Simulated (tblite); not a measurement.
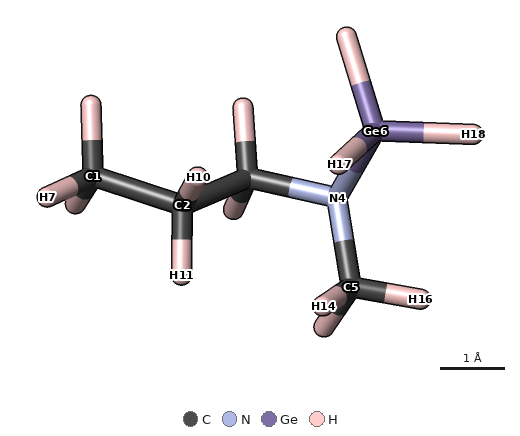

Fig. 1: The input geometry (stick view, seen at a tilt; atoms are numbered from 1 in the order of the input). Sticks mark near contacts.

## Geometry relaxation of C4H13GeN

C4H13GeN, SMILES CCC[N](C)[GeH3], computed with GFN2-xTB geometry optimisation, gas phase (tblite 0.8.0).

## The program's output
```
step      E/eV     max force
  0    -544.96415    0.949
  1    -545.05172    0.613
  2    -545.12572    0.477
  3    -545.14110    0.302
  4    -545.15819    0.217
  5    -545.16479    0.225
  6    -545.17563    0.276
  7    -545.18111    0.279
  8    -545.18775    0.221
  9    -545.19372    0.177
 10    -545.20086    0.222
 11    -545.20744    0.208
 12    -545.21329    0.170
 13    -545.21815    0.153
 14    -545.22210    0.132
 15    -545.22542    0.157
 16    -545.22881    0.154
 17    -545.23245    0.143
 18    -545.23602    0.158
 19    -545.23906    0.160
 20    -545.24153    0.129
 21    -545.24377    0.120
 22    -545.24595    0.152
 23    -545.24785    0.129
 24    -545.24936    0.106
 25    -545.25072    0.101
 26    -545.25222    0.106
 27    -545.25393    0.133
 28    -545.25557    0.104
 29    -545.25696    0.088
 30    -545.25819    0.085
 31    -545.25941    0.094
 32    -545.26051    0.084
 33    -545.26125    0.063
 34    -545.26171    0.045
 35    -545.26208    0.057
 36    -545.26244    0.061
 37    -545.26276    0.051
 38    -545.26302    0.047
 39    -545.26324    0.038
 40    -545.26324    0.038
 41    -545.26335    0.036
 42    -545.26357    0.026
 43    -545.26364    0.029
 44    -545.26381    0.033
 45    -545.26393    0.039
 46    -545.26410    0.042
 47    -545.26429    0.037
 48    -545.26451    0.035
 49    -545.26470    0.028
 50    -545.26487    0.030
 51    -545.26504    0.029
 52    -545.26519    0.033
 53    -545.26533    0.028
 54    -545.26546    0.031
 55    -545.26560    0.031
 56    -545.26577    0.048
 57    -545.26595    0.049
 58    -545.26613    0.035
 59    -545.26630    0.034
 60    -545.26645    0.027
 61    -545.26657    0.028
 62    -545.26667    0.025
 63    -545.26674    0.021
 64    -545.26680    0.015
 65    -545.26684    0.013
 66    -545.26688    0.013
 67    -545.26691    0.017
 68    -545.26694    0.016
 69    -545.26697    0.011
 70    -545.26699    0.011
 71    -545.26702    0.016
 72    -545.26704    0.018
 73    -545.26708    0.016
 74    -545.26710    0.013
 75    -545.26713    0.013
 76    -545.26717    0.015
 77    -545.26722    0.021
 78    -545.26728    0.021
 79    -545.26733    0.018
 80    -545.26737    0.016
 81    -545.26742    0.018
 82    -545.26746    0.021
 83    -545.26749    0.015
 84    -545.26751    0.011
 85    -545.26753    0.011
 86    -545.26756    0.012
 87    -545.26758    0.011
 88    -545.26760    0.007
 89    -545.26761    0.008
 90    -545.26763    0.009
 91    -545.26764    0.009
 92    -545.26766    0.008
 93    -545.26767    0.007
 94    -545.26767    0.009
 95    -545.26768    0.012
 96    -545.26769    0.009
 97    -545.26770    0.006
 98    -545.26770    0.005
 99    -545.26770    0.005
100    -545.26771    0.004
101    -545.26771    0.003
```

## Trajectory as extended XYZ (Å, eV, eV/Å), 12 frames, from step=0 to step=101
```
19
Properties=species:S:1:pos:R:3:forces:R:3 step=0 energy=-544.96415
C     2.6089   -0.2089    0.0554    0.0930   0.2070   0.0610
C     1.1431    0.0354   -0.3581    0.5350  -0.4420   0.3880
C     0.1921   -0.7012    0.6150   -0.5700   0.1070  -0.2930
N    -1.2488   -0.4256    0.3490    0.7940   0.3400   0.3490
C    -1.6678   -0.7585   -1.0034   -0.0590   0.1140  -0.3290
Ge   -1.7263    1.3362    0.7775   -0.0770   0.1380   0.3640
H     3.2755    0.3184   -0.6591   -0.3010  -0.4080   0.5240
H     2.7927    0.1962    1.0810   -0.0990  -0.4090  -0.8510
H     2.8392   -1.2951    0.0380   -0.0960   0.7620   0.0590
H     0.9533    1.1227   -0.3361   -0.0800  -0.3980  -0.0190
H     1.0108   -0.3470   -1.3862   -0.0640   0.2280   0.4430
H     0.3579   -1.7960    0.5404   -0.1170   0.4340  -0.0630
H     0.4151   -0.4115    1.6705   -0.2360  -0.0480  -0.7230
H    -1.2770   -0.0139   -1.7442   -0.3400  -0.5650   0.2290
H    -1.3159   -1.7624   -1.2933   -0.0660   0.3380   0.1870
H    -2.7785   -0.7603   -1.0538    0.6400   0.0950   0.0870
H    -1.2409    2.3024   -0.3336   -0.2630  -0.1570   0.3520
H    -3.2646    1.4328    0.8971    0.5960  -0.0850  -0.1100
H    -1.0784    1.7455    2.1367   -0.2890  -0.2510  -0.6560
19
Properties=species:S:1:pos:R:3:forces:R:3 step=9 energy=-545.19372
C     2.6187   -0.2115    0.0599   -0.1070   0.0010  -0.0560
C     1.1704    0.0171   -0.3479   -0.0730  -0.0020   0.0270
C     0.1802   -0.6870    0.5868    0.0540   0.0250  -0.0710
N    -1.2026   -0.3520    0.3231   -0.0600   0.1460  -0.0100
C    -1.6564   -0.7431   -0.9998    0.0330  -0.0400   0.1510
Ge   -1.7186    1.3421    0.7814   -0.0360   0.1220  -0.0170
H     3.2819    0.2977   -0.6335    0.0790   0.0000   0.0050
H     2.7976    0.1739    1.0607    0.0140  -0.0080   0.0120
H     2.8523   -1.2740    0.0495    0.0130   0.0070   0.0070
H     0.9366    1.0916   -0.3175    0.1190  -0.1170  -0.0590
H     1.0081   -0.3423   -1.3703    0.0900   0.0810   0.1160
H     0.2935   -1.7744    0.4961    0.0480   0.0190   0.0650
H     0.3889   -0.3898    1.6225    0.0240  -0.1110  -0.0850
H    -1.3034   -0.0698   -1.7919   -0.0310  -0.0770  -0.0310
H    -1.2998   -1.7508   -1.2108   -0.0880  -0.0610  -0.0650
H    -2.7473   -0.7329   -0.9982    0.0060  -0.0290  -0.0650
H    -1.3119    2.3393   -0.2702   -0.0300   0.1480   0.0010
H    -3.2045    1.3792    0.8690   -0.0930  -0.0820   0.0000
H    -1.0934    1.6957    2.0837    0.0400  -0.0200   0.0770
19
Properties=species:S:1:pos:R:3:forces:R:3 step=18 energy=-545.23602
C     2.6457   -0.2274    0.0708   -0.0730   0.0070  -0.0410
C     1.2077    0.0185   -0.3579   -0.0790   0.0000   0.0350
C     0.1857   -0.6610    0.5612    0.0040   0.0030  -0.0550
N    -1.1796   -0.2685    0.2800   -0.0310  -0.0450   0.0100
C    -1.6774   -0.7585   -0.9920    0.0400  -0.0210   0.0410
Ge   -1.7359    1.3970    0.7711    0.0110  -0.0880  -0.0640
H     3.3226    0.2796   -0.6112    0.0830  -0.0060   0.0080
H     2.8111    0.1573    1.0747    0.0250  -0.0380   0.0030
H     2.8718   -1.2912    0.0584    0.0110   0.0040   0.0270
H     0.9961    1.0958   -0.3334    0.0560  -0.0570  -0.0430
H     1.0581   -0.3335   -1.3839    0.0460   0.0410   0.0990
H     0.2536   -1.7525    0.4698    0.0600   0.0310  -0.0390
H     0.4039   -0.4087    1.6078   -0.0420   0.0770  -0.1320
H    -1.3264   -0.1725   -1.8486   -0.0030   0.0090  -0.0450
H    -1.3566   -1.7900   -1.1367   -0.0300  -0.0710   0.0160
H    -2.7685   -0.7327   -0.9847    0.0130   0.0580   0.0290
H    -1.4065    2.5157   -0.1936   -0.0090   0.0010   0.0360
H    -3.2194    1.2859    0.8532   -0.0800   0.0450   0.0250
H    -1.0957    1.6561    2.0873   -0.0030   0.0520   0.0870
19
Properties=species:S:1:pos:R:3:forces:R:3 step=27 energy=-545.25393
C     2.6651   -0.2414    0.0808   -0.0370   0.0040  -0.0310
C     1.2390    0.0330   -0.3768   -0.0620  -0.0010   0.0290
C     0.1971   -0.6358    0.5261   -0.0310   0.0340   0.0130
N    -1.1727   -0.2551    0.2506    0.0130   0.0460   0.0020
C    -1.6959   -0.7822   -0.9938    0.0090   0.0350   0.0280
Ge   -1.7629    1.3947    0.7816    0.0510  -0.0860  -0.0880
H     3.3697    0.2528   -0.5826    0.0500   0.0060  -0.0090
H     2.8271    0.1300    1.0907   -0.0350  -0.0040  -0.0070
H     2.8751   -1.3085    0.0702   -0.0210  -0.0150   0.0020
H     1.0474    1.1122   -0.3613    0.0340  -0.0160  -0.0330
H     1.1043   -0.3234   -1.4016    0.0380   0.0460   0.0340
H     0.2830   -1.7272    0.4358   -0.0150   0.0660   0.0390
H     0.3943   -0.3605    1.5682    0.0620  -0.0190  -0.0250
H    -1.3278   -0.2544   -1.8812    0.0130   0.0020  -0.0220
H    -1.4268   -1.8362   -1.0920   -0.0350   0.0030   0.0430
H    -2.7831   -0.6973   -0.9733   -0.0160   0.0080  -0.0310
H    -1.4600    2.5751   -0.1214    0.0090  -0.0630  -0.0100
H    -3.2497    1.2770    0.8656   -0.0220  -0.0140   0.0110
H    -1.1326    1.6563    2.1069   -0.0050  -0.0340   0.0530
19
Properties=species:S:1:pos:R:3:forces:R:3 step=36 energy=-545.26244
C     2.6713   -0.2504    0.0826   -0.0050  -0.0020  -0.0020
C     1.2580    0.0521   -0.3952   -0.0280  -0.0150   0.0050
C     0.2079   -0.6056    0.5069   -0.0380   0.0060   0.0080
N    -1.1635   -0.2337    0.2326    0.0040   0.0150   0.0100
C    -1.7061   -0.7862   -0.9910    0.0010   0.0090   0.0200
Ge   -1.7809    1.3854    0.7931    0.0310  -0.0280  -0.0440
H     3.4053    0.2283   -0.5610    0.0030   0.0080  -0.0080
H     2.8155    0.1126    1.0981    0.0030   0.0010   0.0000
H     2.8558   -1.3224    0.0734   -0.0080  -0.0090   0.0020
H     1.0877    1.1341   -0.3872   -0.0010  -0.0100   0.0030
H     1.1356   -0.3016   -1.4205   -0.0140   0.0060  -0.0110
H     0.2909   -1.6975    0.4335    0.0240   0.0260  -0.0110
H     0.4166   -0.3224    1.5448   -0.0060   0.0030  -0.0100
H    -1.3170   -0.3148   -1.9023    0.0400  -0.0120   0.0310
H    -1.4878   -1.8556   -1.0367   -0.0050   0.0000  -0.0080
H    -2.7893   -0.6537   -0.9824    0.0030   0.0120   0.0030
H    -1.4759    2.5661   -0.1025    0.0030   0.0090   0.0090
H    -3.2677    1.2566    0.8738   -0.0160  -0.0190  -0.0120
H    -1.1663    1.6180    2.1326    0.0090  -0.0030   0.0140
19
Properties=species:S:1:pos:R:3:forces:R:3 step=45 energy=-545.26393
C     2.6687   -0.2525    0.0797   -0.0060   0.0080   0.0050
C     1.2553    0.0545   -0.3968    0.0020   0.0020  -0.0060
C     0.2072   -0.6019    0.5077    0.0130  -0.0050  -0.0030
N    -1.1644   -0.2345    0.2357    0.0110  -0.0120   0.0050
C    -1.7045   -0.7865   -0.9886    0.0080  -0.0040   0.0120
Ge   -1.7809    1.3838    0.7920    0.0030  -0.0040  -0.0010
H     3.4049    0.2259   -0.5626   -0.0120  -0.0110  -0.0040
H     2.8123    0.1104    1.0952    0.0080   0.0040   0.0050
H     2.8503   -1.3256    0.0731   -0.0100   0.0140  -0.0140
H     1.0872    1.1365   -0.3889    0.0060   0.0030   0.0090
H     1.1317   -0.2970   -1.4229   -0.0180  -0.0060  -0.0040
H     0.2989   -1.6921    0.4327   -0.0100  -0.0080   0.0060
H     0.4175   -0.3168    1.5445   -0.0040   0.0020  -0.0030
H    -1.2975   -0.3227   -1.8960   -0.0070  -0.0170   0.0200
H    -1.4989   -1.8591   -1.0301   -0.0010   0.0080   0.0030
H    -2.7865   -0.6420   -0.9854    0.0210   0.0190  -0.0270
H    -1.4742    2.5685   -0.0974    0.0030   0.0100   0.0030
H    -3.2682    1.2476    0.8659   -0.0040  -0.0040  -0.0080
H    -1.1687    1.6128    2.1344   -0.0040  -0.0010   0.0020
19
Properties=species:S:1:pos:R:3:forces:R:3 step=55 energy=-545.26560
C     2.6630   -0.2505    0.0700    0.0040  -0.0030   0.0040
C     1.2461    0.0564   -0.3931    0.0190   0.0070  -0.0110
C     0.2071   -0.6050    0.5167    0.0180   0.0070  -0.0060
N    -1.1648   -0.2399    0.2450    0.0070   0.0000  -0.0090
C    -1.6935   -0.7882   -0.9858    0.0030   0.0000  -0.0010
Ge   -1.7785    1.3828    0.7908   -0.0190   0.0080   0.0230
H     3.3950    0.2248   -0.5794   -0.0160  -0.0130  -0.0040
H     2.8171    0.1131    1.0839    0.0060  -0.0050  -0.0020
H     2.8379   -1.3245    0.0612    0.0190   0.0060  -0.0030
H     1.0780    1.1383   -0.3796   -0.0070   0.0060   0.0060
H     1.1121   -0.2924   -1.4187    0.0010  -0.0020  -0.0110
H     0.3005   -1.6953    0.4427   -0.0040   0.0000  -0.0010
H     0.4218   -0.3183    1.5517   -0.0180   0.0040   0.0120
H    -1.2572   -0.3405   -1.8874    0.0000  -0.0190   0.0140
H    -1.5112   -1.8657   -1.0147   -0.0170   0.0170  -0.0030
H    -2.7707   -0.6143   -1.0094    0.0160  -0.0070  -0.0060
H    -1.4690    2.5789   -0.0835    0.0120  -0.0070  -0.0120
H    -3.2660    1.2381    0.8431   -0.0040   0.0120   0.0070
H    -1.1775    1.6113    2.1391   -0.0170  -0.0100   0.0010
19
Properties=species:S:1:pos:R:3:forces:R:3 step=64 energy=-545.26680
C     2.6637   -0.2507    0.0604    0.0020  -0.0040  -0.0010
C     1.2430    0.0586   -0.3891    0.0100   0.0070  -0.0050
C     0.2058   -0.6026    0.5233    0.0120   0.0020  -0.0030
N    -1.1661   -0.2389    0.2484    0.0000  -0.0130  -0.0010
C    -1.6857   -0.7900   -0.9847   -0.0050   0.0000  -0.0050
Ge   -1.7846    1.3823    0.7945   -0.0080  -0.0080   0.0100
H     3.3867    0.2227   -0.6002   -0.0020   0.0020   0.0110
H     2.8298    0.1129    1.0725    0.0080   0.0010  -0.0080
H     2.8414   -1.3241    0.0497   -0.0050  -0.0020  -0.0020
H     1.0754    1.1406   -0.3702    0.0040   0.0080   0.0040
H     1.1023   -0.2850   -1.4157    0.0000  -0.0050   0.0000
H     0.2992   -1.6929    0.4499    0.0010  -0.0010   0.0040
H     0.4173   -0.3144    1.5586   -0.0020   0.0030   0.0030
H    -1.2204   -0.3643   -1.8819   -0.0070  -0.0100  -0.0020
H    -1.5298   -1.8719   -0.9984   -0.0060   0.0100   0.0020
H    -2.7570   -0.5911   -1.0325   -0.0020  -0.0030   0.0000
H    -1.4546    2.5727   -0.0803   -0.0010   0.0030   0.0100
H    -3.2736    1.2452    0.8353    0.0040   0.0080  -0.0090
H    -1.2025    1.6003    2.1529   -0.0040   0.0020  -0.0080
19
Properties=species:S:1:pos:R:3:forces:R:3 step=73 energy=-545.26708
C     2.6657   -0.2511    0.0577    0.0010  -0.0030   0.0000
C     1.2442    0.0611   -0.3877    0.0070   0.0060  -0.0030
C     0.2069   -0.6007    0.5247    0.0070   0.0020  -0.0040
N    -1.1658   -0.2398    0.2474   -0.0020  -0.0090   0.0010
C    -1.6862   -0.7925   -0.9849   -0.0040  -0.0020  -0.0030
Ge   -1.7874    1.3797    0.7957   -0.0050   0.0000   0.0060
H     3.3876    0.2225   -0.6040   -0.0040  -0.0040   0.0030
H     2.8374    0.1113    1.0692   -0.0040  -0.0040  -0.0030
H     2.8400   -1.3250    0.0445    0.0040  -0.0010   0.0000
H     1.0790    1.1433   -0.3670   -0.0030   0.0060   0.0010
H     1.1010   -0.2821   -1.4142    0.0010   0.0030   0.0010
H     0.3037   -1.6909    0.4538   -0.0070   0.0000  -0.0030
H     0.4163   -0.3107    1.5601   -0.0030   0.0050  -0.0010
H    -1.2156   -0.3754   -1.8831   -0.0040  -0.0050   0.0010
H    -1.5405   -1.8758   -0.9940    0.0060   0.0040   0.0080
H    -2.7559   -0.5861   -1.0372    0.0000   0.0030   0.0050
H    -1.4511    2.5733   -0.0706    0.0060   0.0140  -0.0060
H    -3.2774    1.2510    0.8257    0.0060  -0.0060  -0.0040
H    -1.2115    1.5972    2.1565   -0.0050  -0.0080   0.0000
19
Properties=species:S:1:pos:R:3:forces:R:3 step=82 energy=-545.26746
C     2.6684   -0.2539    0.0543    0.0010   0.0000   0.0010
C     1.2473    0.0673   -0.3874    0.0100   0.0010  -0.0040
C     0.2084   -0.5943    0.5234    0.0110   0.0020  -0.0040
N    -1.1645   -0.2364    0.2442    0.0050  -0.0010  -0.0070
C    -1.6897   -0.7984   -0.9816   -0.0010  -0.0030  -0.0070
Ge   -1.7886    1.3812    0.7927   -0.0120  -0.0040   0.0170
H     3.3911    0.2193   -0.6068   -0.0040  -0.0010   0.0030
H     2.8440    0.1033    1.0669   -0.0060  -0.0010  -0.0010
H     2.8397   -1.3284    0.0366   -0.0070   0.0030  -0.0030
H     1.0869    1.1503   -0.3614    0.0010  -0.0030   0.0000
H     1.1021   -0.2702   -1.4156   -0.0050   0.0010   0.0000
H     0.3073   -1.6844    0.4556   -0.0060  -0.0010  -0.0020
H     0.4150   -0.2998    1.5581    0.0020  -0.0050   0.0030
H    -1.2168   -0.3960   -1.8853    0.0010   0.0010   0.0030
H    -1.5531   -1.8830   -0.9791    0.0050   0.0040   0.0100
H    -2.7575   -0.5824   -1.0345    0.0020  -0.0060   0.0000
H    -1.4405    2.5858   -0.0543    0.0050   0.0050  -0.0050
H    -3.2781    1.2486    0.8028   -0.0010   0.0040  -0.0050
H    -1.2310    1.5807    2.1639    0.0000   0.0030   0.0010
19
Properties=species:S:1:pos:R:3:forces:R:3 step=91 energy=-545.26764
C     2.6688   -0.2555    0.0519    0.0000   0.0000   0.0020
C     1.2489    0.0710   -0.3887    0.0040   0.0000  -0.0020
C     0.2097   -0.5907    0.5217    0.0050   0.0020  -0.0010
N    -1.1626   -0.2314    0.2420   -0.0020  -0.0070   0.0010
C    -1.6894   -0.8014   -0.9792   -0.0020  -0.0040  -0.0020
Ge   -1.7911    1.3824    0.7943   -0.0050  -0.0020   0.0060
H     3.3937    0.2178   -0.6066   -0.0040  -0.0010   0.0020
H     2.8434    0.0979    1.0660    0.0020  -0.0020   0.0010
H     2.8361   -1.3304    0.0309   -0.0020   0.0010  -0.0020
H     1.0916    1.1543   -0.3594   -0.0020  -0.0020  -0.0010
H     1.1010   -0.2633   -1.4174   -0.0020   0.0010  -0.0020
H     0.3068   -1.6810    0.4527    0.0000   0.0020  -0.0030
H     0.4171   -0.2982    1.5569   -0.0010   0.0000   0.0020
H    -1.2165   -0.4073   -1.8865    0.0020   0.0000   0.0060
H    -1.5540   -1.8860   -0.9664    0.0030   0.0000  -0.0020
H    -2.7569   -0.5851   -1.0335   -0.0010  -0.0020   0.0000
H    -1.4334    2.5901   -0.0448    0.0020   0.0070  -0.0020
H    -3.2811    1.2506    0.7883    0.0080   0.0040   0.0020
H    -1.2420    1.5754    2.1704   -0.0070   0.0010  -0.0050
19
Properties=species:S:1:pos:R:3:forces:R:3 step=101 energy=-545.26771
C     2.6683   -0.2563    0.0506    0.0010   0.0000   0.0000
C     1.2489    0.0732   -0.3893    0.0010   0.0000   0.0000
C     0.2102   -0.5893    0.5212    0.0010   0.0010   0.0010
N    -1.1629   -0.2316    0.2431    0.0000  -0.0010   0.0010
C    -1.6888   -0.8040   -0.9775   -0.0010   0.0000   0.0000
Ge   -1.7916    1.3833    0.7940   -0.0010  -0.0010   0.0010
H     3.3938    0.2174   -0.6067   -0.0010   0.0000  -0.0010
H     2.8439    0.0938    1.0656   -0.0010   0.0000   0.0010
H     2.8336   -1.3315    0.0266    0.0000   0.0000  -0.0020
H     1.0927    1.1566   -0.3588   -0.0010  -0.0010   0.0020
H     1.1002   -0.2598   -1.4184   -0.0010   0.0010   0.0000
H     0.3081   -1.6794    0.4504    0.0000   0.0020   0.0020
H     0.4181   -0.2977    1.5565    0.0000   0.0000   0.0020
H    -1.2141   -0.4115   -1.8843   -0.0010   0.0000  -0.0010
H    -1.5530   -1.8885   -0.9623    0.0020   0.0000  -0.0010
H    -2.7563   -0.5881   -1.0336   -0.0020   0.0000   0.0000
H    -1.4289    2.5934   -0.0403    0.0020  -0.0010  -0.0020
H    -3.2814    1.2547    0.7827    0.0010   0.0000  -0.0020
H    -1.2506    1.5746    2.1731    0.0000  -0.0010  -0.0010
```

The run was set up as follows.

## The input
```
{"job": {"xc": "GFN2-xTB", "basis": "xTB", "kind": "relax"}, "charge": 0, "multiplicity": 1}
C      2.608900    -0.208900     0.055400
C      1.143100     0.035400    -0.358100
C      0.192100    -0.701200     0.615000
N     -1.248800    -0.425600     0.349000
C     -1.667800    -0.758500    -1.003400
Ge    -1.726300     1.336200     0.777500
H      3.275500     0.318400    -0.659100
H      2.792700     0.196200     1.081000
H      2.839200    -1.295100     0.038000
H      0.953300     1.122700    -0.336100
H      1.010800    -0.347000    -1.386200
H      0.357900    -1.796000     0.540400
H      0.415100    -0.411500     1.670500
H     -1.277000    -0.013900    -1.744200
H     -1.315900    -1.762400    -1.293300
H     -2.778500    -0.760300    -1.053800
H     -1.240900     2.302400    -0.333600
H     -3.264600     1.432800     0.897100
H     -1.078400     1.745500     2.136700
```

The first line tells a small driver script what to run in tblite; the rest is the geometry in Å.

Command:
```bash
OMP_NUM_THREADS=1 python <driver script> task.json out
```

## Results in brief

```json
{"quantity": "outcome", "value": "converged"}
{"quantity": "total energy", "value": "−545.2677 eV"}
{"quantity": "hardware", "value": "1 CPU thread, shared host"}
{"quantity": "wall time", "value": "0.62 s"}
{"quantity": "peak memory", "value": "0.24 GiB"}
```
